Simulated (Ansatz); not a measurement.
These are PBE (plane waves to 420 eV, PAW; Ansatz, a program for electronic structure) values and carry that method's errors.

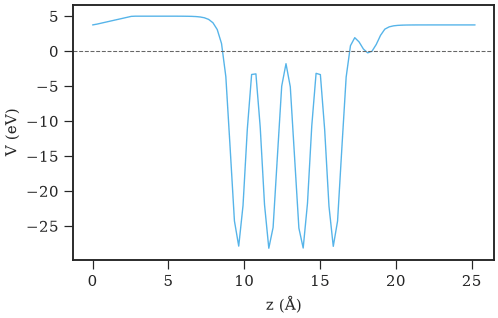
*Plane-averaged electrostatic potential energy along the normal, in eV from the Fermi level, for Ag on the 1x1 (0001) surface of hcp Ru, one in a 2x2 cell, started at the site 'bridge Ru-Ru (span 2.7 Å)'*

Model: 17-atom slab, 6.3 Å thick at the start under the adsorbate (thin: gaps and levels are the slab's own), 6x6x1 mesh, Fermi-Dirac 0.1 eV, dipole correction, 8 atoms held, the rest relaxed; held to the start's symmetry, so lower structures may exist; no spin, no spin-orbit, no U, no dispersion correction. At the end it is bonded to 3 Ru. In PBE it is, or lies within 0.03 eV of, the lowest of the starts that converged.

Q: The surface cell has an area of 25.66 Å². What dipole along the normal does the step between the two vacuum levels imply?

A: the top vacuum level lies 1.25 eV below the bottom one; p = −ε₀ A ΔV (ε₀ = 0.005526 e/(V·Å)) gives 0.18 e·Å a cell.
